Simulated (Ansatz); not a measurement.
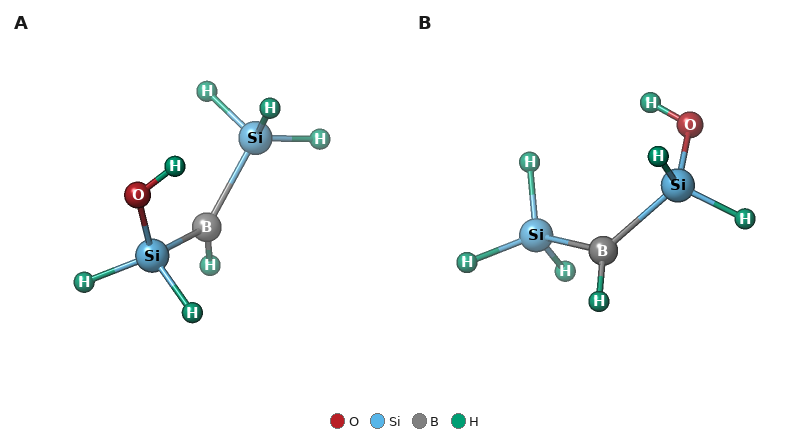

Distant atoms are faded towards the background colour. Computed geometry: PBE0-D4/def2-TZVP optimisation.

### Are A and B the same structure? If not, how do they differ?

No. They are mirror images that no rotation superimposes: the geometry of BH7OSi2 is chiral (C1), and the handedness lies in its shape, not in a labelled carbon stereocentre. Their energies are equal.
